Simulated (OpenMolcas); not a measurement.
# Multiconfigurational calculation for Cu²⁺ complex

System: Cu²⁺ with 4 ligands (Cl; tetrahedron, 2.33 Å), neutralised by 4 outer point charges of +0.5 e, whose field is part of the energies.
Method: state-averaged CASSCF, active space 9 electrons in the shell 3d, basis ANO-RCC-VDZP on the metal and ANO-RCC-VDZP on the ligands, DKH2 scalar Hamiltonian, spin-orbit coupling by RASSI with atomic mean-field integrals (OpenMolcas).

Summary:

| quantity | value |
| --- | --- |
| outcome | converged |
| energy of the lowest spin-free term | −3497.49762 hartree |
| energy of the lowest spin-orbit level | −3497.50128 hartree |
| largest spread among components of a term | 0.0 cm⁻¹ |
| hardware | 1 thread of Arm Neoverse V1, 24 GiB of memory available, shared host |
| wall time | 12 s |

Remarks:

Without dynamic correlation the splittings between terms come out too large, often by 20 to 50 %. To bear in mind: distances are set from ionic radii, not optimised.

Input:
```
&GATEWAY
Coord
5

Cu 0.0 0.0 0.0
Cl 1.345226 1.345226 1.345226
Cl 1.345226 -1.345226 -1.345226
Cl -1.345226 1.345226 -1.345226
Cl -1.345226 -1.345226 1.345226
Basis=Cu.ANO-RCC-VDZP,Cl.ANO-RCC-VDZP
Group=NoSym
NoMove
AngMom=0.0 0.0 0.0
AMFI
RICD
XField
4 Angstrom 0
3.192747 3.192747 3.192747 0.500000
3.192747 -3.192747 -3.192747 0.500000
-3.192747 3.192747 -3.192747 0.500000
-3.192747 -3.192747 3.192747 0.500000
&SEWARD
&RASSCF
FileOrb=start.orb
Symmetry=1
Spin=2
nActEl=9 0 0
Inactive=45
Ras2=5
CIRoot=5 5 1
SDav=5
CIMx=300
Iter=150 100
PrWF=0.3
OrbListing=Nothing
MaxOrb=0
LevShft=1.0
>>> COPY $Project.JobIph JOB001
&RASSI
NrOfJobIphs=1 5
1 2 3 4 5
IphNames
JOB001
EJob
SpinOrbit
DIPRint=1.0
SOCoupling=1000.0
Subsets=2
Property=9
'ANGMOM' 1 'ANGMOM' 2 'ANGMOM' 3 'MLTPL  1' 1 'MLTPL  1' 2 'MLTPL  1' 3
'AMFI' 1 'AMFI' 2 'AMFI' 3
SOProperty=3
'ANGMOM' 1 'ANGMOM' 2 'ANGMOM' 3
```

The file start.orb holds starting orbitals from an earlier step. A driver script formed the levels outside the program, from RASSI's spin-orbit matrix and the active-space energies, averaged over the components of each term or state.

Run as:
```bash
OMP_NUM_THREADS=1 MOLCAS_MEM=2457 MOLCAS_PROJECT=a pymolcas a.inp > a.log  # once for each step of the input, in one work folder
```

The program's output (extracts):
```
--- SEWARD ---
Basis set label: CU.ANO-RCC...5S4P2D1F.

      Electronic valence basis set:
      ------------------
      Associated Effective Charge  29.000000 au
      Associated Actual Charge     29.000000 au
      Nuclear Model: Point charge

      Shell  nPrim  nBasis  Cartesian Spherical Contaminant
         s      21       5        X
         p      15       4        X
         d      10       2                 X
         f       6       1                 X
                  Relativistic Douglas-Kroll-Hess integrals:
                    - DKH order of Hamiltonian: 2
                    - DKH order of Properties : 0
                  Atomic mean-field integrals
--- RASSCF ---
Wave function specifications:
      -----------------------------

      Number of closed shell electrons          90
      Number of electrons in active shells       9
      Max number of holes in RAS1 space          0
      Max nr of electrons in RAS3 space          0
      Number of inactive orbitals               45
      Number of active orbitals                  5
      Number of secondary orbitals              56
      Spin quantum number                      0.5
      State symmetry                             1
Orbital specifications:
      -----------------------

      Symmetry species                           1
                                                 a
      Frozen orbitals                            0
      Inactive orbitals                         45
      Active orbitals                            5
      RAS1 orbitals                              0
      RAS2 orbitals                              5
      RAS3 orbitals                              0
      Secondary orbitals                        56
      Deleted orbitals                           0
      Number of basis functions                106
      Number of CSFs                             5
      Number of root(s) required                 5
      Iter CI   SX   CI       RASSCF       Energy    max ROT     max BLB   max BLB  Level Ln srch  Step   QN
          iter iter root      energy       change     param      element    value   shift minimum  type update
 Nr of preliminary CI iterations:   1
      Total energies have been shifted. Add                -3000.00 au
        1   1   10    0  -497.17156363    0.00E+00  -3.85E-02   49  58 1  2.91E-01*  1.59   0.00    SX    NO
        2   1   10    0  -497.39765655   -2.26E-01* -1.68E-02    9  70 1  1.29E-01*  1.30   0.00    SX    NO
        3   1   10    0  -497.46429525   -6.66E-02* -1.18E-02   46  55 1  3.02E-02*  1.30   0.00    SX    NO
        4   1   10    0  -497.48292603   -1.86E-02* -5.29E-03   18  51 1  1.81E-02*  1.24   0.00    SX    NO
        5   1    9    0  -497.48935224   -6.43E-03* -6.24E-03   18  51 1  1.25E-02*  1.23   2.29    LS   YES
        6   1   10    0  -497.49234557   -2.99E-03*  3.14E-03    8  69 1 -3.38E-02*  1.23   1.10    QN   YES
        7   1    9    0  -497.49364905   -1.30E-03* -1.55E-03   46  55 1 -7.88E-03*  1.20   1.06    QN   YES
        8   1    9    0  -497.49405071   -4.02E-04* -1.30E-03   49  58 1 -3.55E-03*  1.20   1.86    LS   YES
        9   1    8    0  -497.49415879   -1.08E-04* -9.91E-04   39  98 1 -3.25E-03*  1.21   1.02    QN   YES
       10   1    8    0  -497.49420126   -4.25E-05* -8.96E-04   12  71 1 -1.76E-03*  1.21   1.91    LS   YES
       11   1    7    0  -497.49421540   -1.41E-05* -3.47E-04    7  68 1 -7.50E-04*  1.21   1.12    QN   YES
       12   1    7    0  -497.49422384   -8.44E-06* -1.80E-04    7  68 1 -4.74E-04*  1.21   1.52    LS   YES
       13   1    7    0  -497.49422486   -1.02E-06* -5.80E-05   39  98 1  4.47E-04*  1.21   0.94    QN   YES
       14   1    7    0  -497.49422590   -1.04E-06* -7.32E-05   39  98 1  2.17E-04*  1.21   2.26    LS   YES
       15   1    6    0  -497.49422631   -4.12E-07* -3.47E-05    8  69 1  2.99E-04*  1.21   1.00    QN   YES
       16   1    6    0  -497.49422642   -1.08E-07* -1.46E-05    7  68 1  8.08E-05   1.21   1.42    LS   YES
       17   1    5    0  -497.49422643   -8.67E-09  -2.20E-05    3  68 1  2.96E-05   1.21   2.50    LS   YES
      Convergence after 17 iterations
       18   1    5    0  -497.49422641    1.87E-08* -2.20E-05    8  69 1 -1.50E-04*  1.21   2.50    LS   YES
      Natural orbitals and occupation numbers for root  1
      sym 1:   2.000000   1.000000   2.000000   2.000000   2.000000
      Natural orbitals and occupation numbers for root  2
      sym 1:   2.000000   2.000000   2.000000   1.000000   2.000000
      Natural orbitals and occupation numbers for root  3
      sym 1:   1.000000   2.000000   2.000000   2.000000   2.000000
::    RASSCF root number  1 Total energy:  -3497.49761556
::    RASSCF root number  2 Total energy:  -3497.49761556
::    RASSCF root number  3 Total energy:  -3497.49761556
::    RASSCF root number  4 Total energy:  -3497.48914268
::    RASSCF root number  5 Total energy:  -3497.48914268
--- RASSI ---
SPIN-FREE ENERGIES:
  (Shifted by EMIN (a.u.) =      -3497.4976155625)

 SF State       Relative EMIN(au)   Rel lowest level(eV)    D:o, cm**(-1)

     1             0.0000000000        0.0000000000              0.0000
     2             0.0000000000        0.0000000000              0.0000
     3             0.0000000000        0.0000000000              0.0000
     4             0.0084728854        0.2305589565           1859.5834
     5             0.0084728854        0.2305589565           1859.5834
     Dipole printing threshold changed to   1.00000000E+00

++ Dipole transition strengths (spin-free states):
   -----------------------------------------------
     for osc. strength at least  1.00000000E+00

  ( Max oscillator strength is only    1.0163458993390708E-005 )
--
Eigenvalues of complex Hamiltonian:
   -----------------------------------
  (Shifted by EMIN (a.u.) =      -3497.4976155625)

 SO State       Relative EMIN(au)   Rel lowest level(eV)    D:o, cm**(-1)

     1            -0.0036654958        0.0000000000              0.0000
     2            -0.0036654958        0.0000000000              0.0000
     3            -0.0004984618        0.0861793877            695.0836
     4            -0.0004984618        0.0861793877            695.0836
     5            -0.0004984617        0.0861793887            695.0836
     6            -0.0004984617        0.0861793887            695.0836
     7             0.0108040950        0.3937376264           3175.7081
     8             0.0108040950        0.3937376264           3175.7081
     9             0.0108040950        0.3937376255           3175.7081
    10             0.0108040950        0.3937376255           3175.7081
Weights of the five most important spin-orbit-free states for each spin-orbit state.

 SO State  Total energy (au)           Spin-free states, spin, and weights
 -------------------------------------------------------------------------------------------------------
    1        -0.003665       1 0.5  0.3333    2 0.5  0.3333    3 0.5  0.3333    4 0.5  0.0000    5 0.5  0.0000
    2        -0.003665       1 0.5  0.3333    2 0.5  0.3333    3 0.5  0.3333    4 0.5  0.0000    5 0.5  0.0000
    3        -0.000498       3 0.5  0.4788    2 0.5  0.2505    5 0.5  0.1034    4 0.5  0.1028    1 0.5  0.0645
    4        -0.000498       3 0.5  0.4779    2 0.5  0.2523    5 0.5  0.1036    4 0.5  0.1027    1 0.5  0.0635
    5        -0.000498       1 0.5  0.4656    2 0.5  0.2770    4 0.5  0.1035    5 0.5  0.1027    3 0.5  0.0511
    6        -0.000498       1 0.5  0.4647    2 0.5  0.2785    4 0.5  0.1035    5 0.5  0.1027    3 0.5  0.0505
    7         0.010804       5 0.5  0.3980    4 0.5  0.3958    3 0.5  0.1246    2 0.5  0.0643    1 0.5  0.0174
    8         0.010804       5 0.5  0.3980    4 0.5  0.3958    3 0.5  0.1246    2 0.5  0.0643    1 0.5  0.0174
    9         0.010804       4 0.5  0.3980    5 0.5  0.3958    1 0.5  0.1201    2 0.5  0.0732    3 0.5  0.0129
   10         0.010804       4 0.5  0.3980    5 0.5  0.3958    1 0.5  0.1201    2 0.5  0.0732    3 0.5  0.0129
 -------------------------------------------------------------------------------------------------------
```

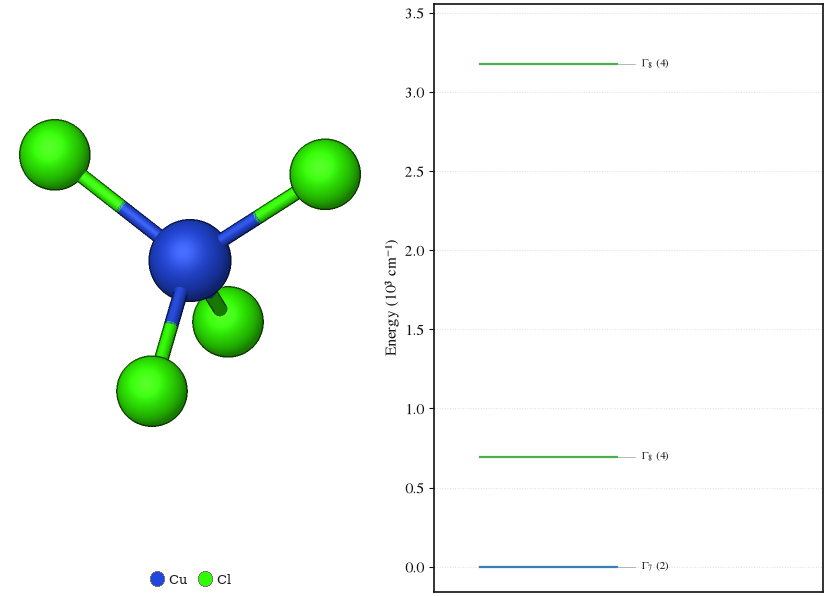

**Figure 1.** Cu²⁺ (3d⁹) with 4 ligands, Cl⁻, at 2.33 Å (arrangement: tetrahedron, Td), neutralised by outer point charges of +0.5 e, and its levels. Labels give the representation in O, Td, D4 or D3 as the site allows (double group for half-integer spin) where it could be assigned and, in brackets, the degeneracy; spin-free states, where drawn, share the zero of the spin-orbit levels. The ground level is Γ₇, a Kramers doublet, 100 % from states of spin multiplicity 2. Its principal g values are 1.89, 1.89 and 1.89, isotropic. The next level lies at 695 cm⁻¹ (Γ₈). The active orbitals hold 96 to 99 % metal character (Löwdin), and the Mulliken charge of the metal is +1.06.
